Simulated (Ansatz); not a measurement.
## Electronic structure of B$_{2}$BrGeH in real space

```yaml
atoms:
  - { symbol: B, position_ang: [0.0813, 1.2081, -0.4437] }
  - { symbol: B, position_ang: [-1.0602, 0.2458, -0.5094] }
  - { symbol: Br, position_ang: [-1.8520, -1.4552, -0.3126] }
  - { symbol: Ge, position_ang: [0.8642, -0.5782, 0.1764] }
  - { symbol: H, position_ang: [0.8755, 2.1039, -0.4517] }
```

Geometry: PBE0-D3(BJ)/def2-SVP.

The calculation used isolated molecule in a Gaussian basis; Kohn-Sham density functional theory, functional PBE0 (Ansatz).

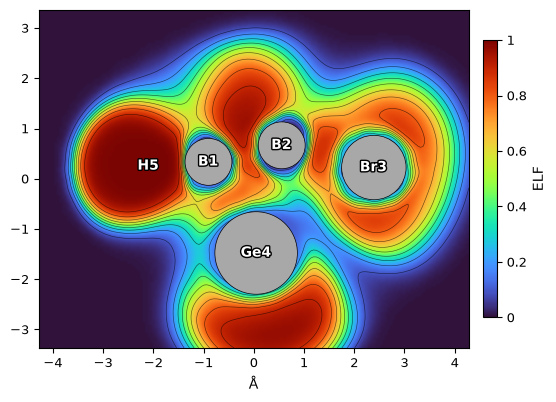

Figure 1. Electron localisation function on the molecular plane. Grey discs cover the atomic cores.

**What do the fields say about this system?**

- Atoms in the plane: B, Br, Ge and H.
- B–B (1.49 Å): the ELF peaks at about 0.85 between the atoms, as expected for localised, covalent bonding.
- B–Br (1.89 Å): the ELF peaks at about 0.85 between the atoms: a shared but strongly polarised pair.
- Ge–B (2.05 Å): the ELF peaks at about 0.75 in the valence shell of B, 0.8 Å from its nucleus, and is about 0.60 at the midpoint.
- Ge–Br (2.90 Å): the ELF peaks at about 0.70 in the valence shell of Br, 1.0 Å from its nucleus, and is about 0.30 at the midpoint.
- B–H (1.20 Å): the ELF climbs to about 1 towards the hydrogen, as it does in any bond to H; an ordinary covalent bond to hydrogen.
- The ELF also peaks beside Br3, away from the bonds: lone-pair regions.

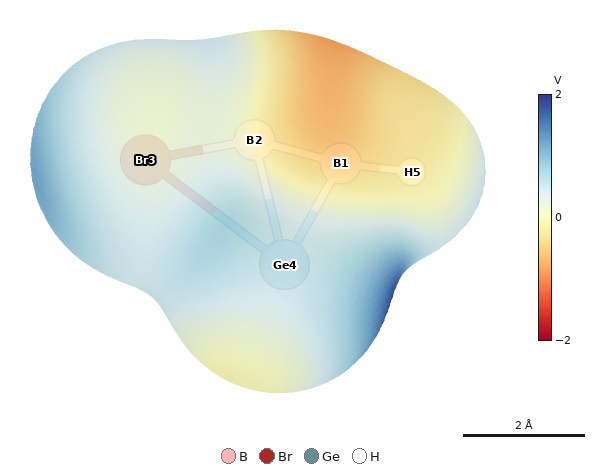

Figure 2. The molecular electrostatic potential painted on the density surface at 0.002 e/bohr³, seen at a tilt; the colour scale runs from red (negative) to blue (positive).

**Which sites attract a positive test charge, and which a negative one?**

A positive charge is drawn to the negative regions and a negative charge to the positive ones. The most negative region (about −0.9 V) lies over H5, the most positive (about +1.9 V) over Ge4.

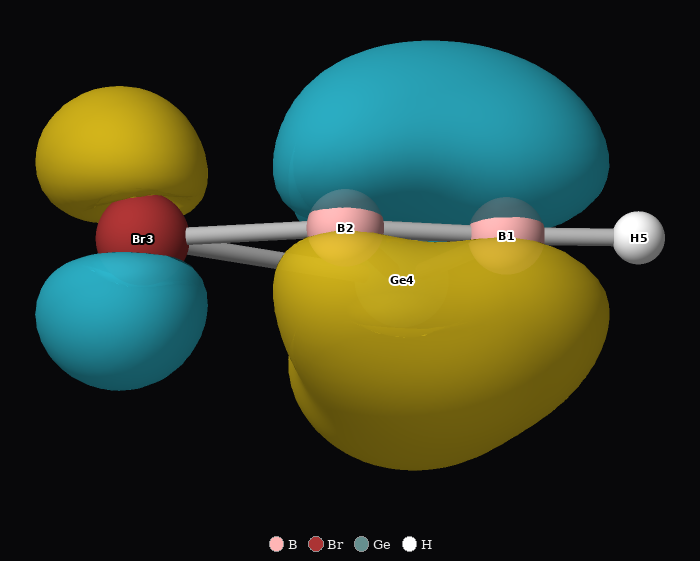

Figure 3. The HOMO at ±0.1 Å⁻³ᐟ² (yellow and cyan are the two phases), seen from one side.

**What is the character of this orbital?**

Its weight (Hirshfeld) is mainly on Ge4 (about 35 %), B1 (about 30 %), B2 (about 20 %) and Br3 (about 15 %); it changes sign across the molecular plane (π type); π-bonding across B1–B2, B1–Ge4 and B2–Ge4; π-antibonding (a node) across B2–Br3 and Br3–Ge4. Its energy is −6.42 eV.
